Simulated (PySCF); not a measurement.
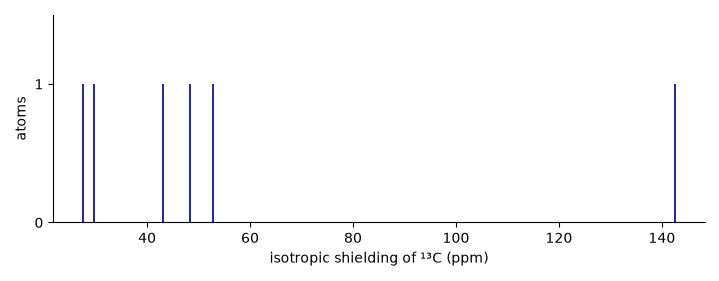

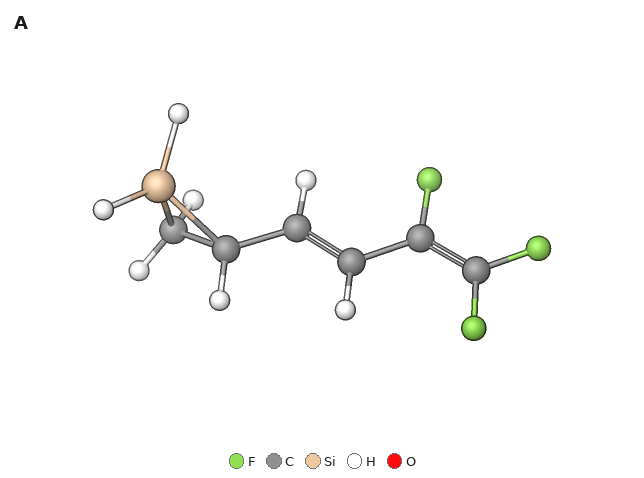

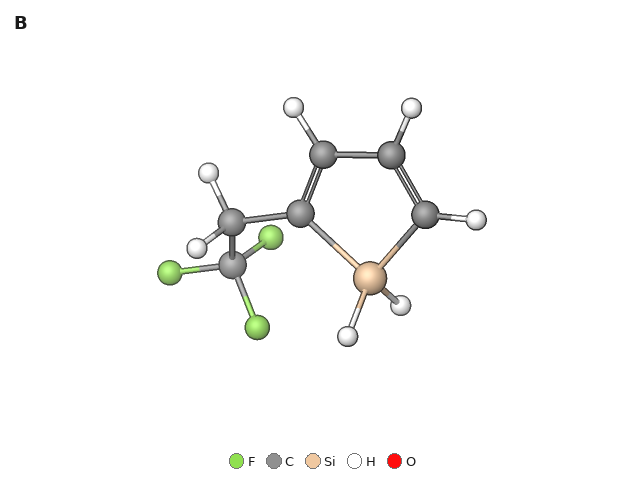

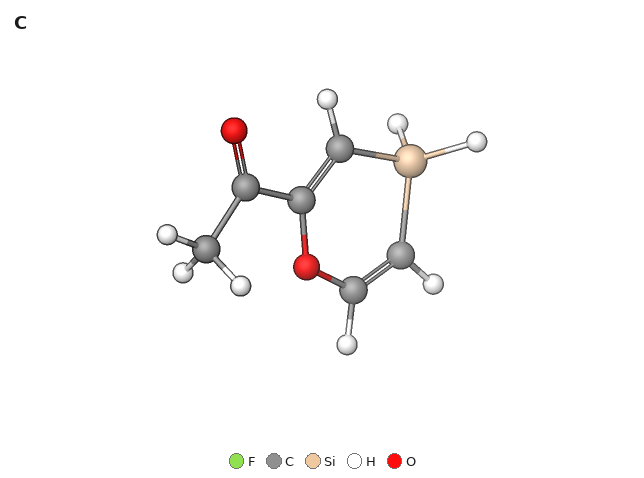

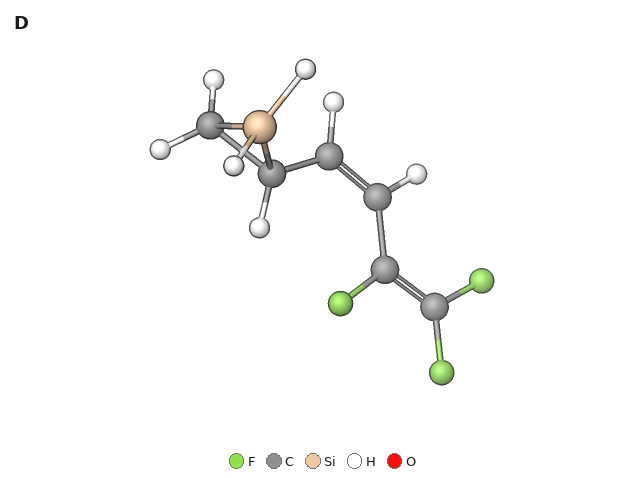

The sticks are computed shieldings of one of the molecules, for one fixed geometry (PBE0-D3(BJ)/def2-SVP) without averaging over rotations. Low shielding means a high chemical shift. Method: GIAO PBE0/pcSseg-1 NMR shielding, non-relativistic, gas phase (PySCF 2.14.0).

**Match the spectrum to a structure.**

B, `FC(F)(F)CC1=CC=C[SiH2]1`. Its 6 C atoms give lines at 27.5, 29.8, 43.1, 48.3, 52.9, 142.6 ppm.

The geometry is semi-empirical. Around Si such bond lengths and angles can be off by a tenth of an ångström or more and by several degrees, and values that hang on the shape move with them.
